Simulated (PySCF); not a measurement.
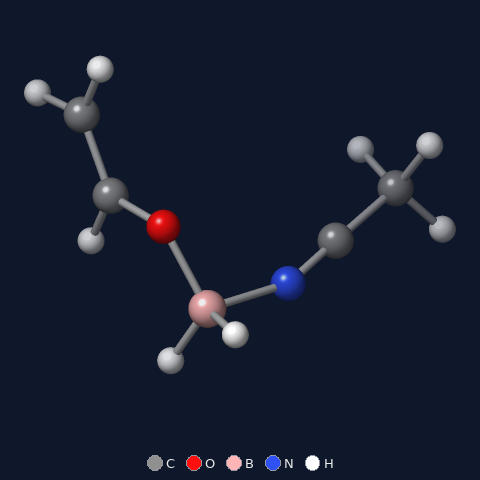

Structure of C₄H₈BNO, SMILES C=CO[BH2-][N+]#CC.

Vertical TDDFT excitations, PBE0/def2-SVPD in PySCF 2.14.0, at a GFN2-xTB geometry (no frequency check), gas phase.

### Where does it absorb, and how strongly?

The lowest singlet lies at 4.07 eV (305 nm, f = 0.058); the brightest of the first 8 is S5 at 6.01 eV (206 nm), f = 0.118, mainly HOMO−1 → LUMO+1 (95 %). No singlet lies below 3.1 eV (beyond 400 nm), so at this level no vertical transition falls in the visible.


```
state  E (eV)  λ (nm)      f          main character
   S1    4.07     305  0.058      HOMO → LUMO (98 %)
   S2    4.32     287  0.003    HOMO → LUMO+1 (99 %)
   S3    4.99     248  0.004    HOMO → LUMO+2 (98 %)
   S4    5.30     234  0.005    HOMO−1 → LUMO (97 %)
   S5    6.01     206  0.118  HOMO−1 → LUMO+1 (95 %)
   S6    6.33     196  0.028    HOMO → LUMO+5 (42 %)
   S7    6.57     189  0.019    HOMO−2 → LUMO (47 %)
   S8    6.60     188  0.017    HOMO−2 → LUMO (36 %)
```

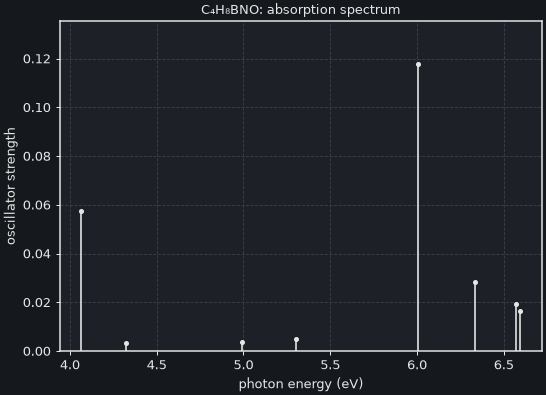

The lowest 8 singlet states are shown.

Known limits of this run: states above the negative HOMO energy depend on the basis; the tight-binding geometry is rougher than a DFT one and adds to the error; one conformer of a flexible molecule; core orbitals are frozen in the response.
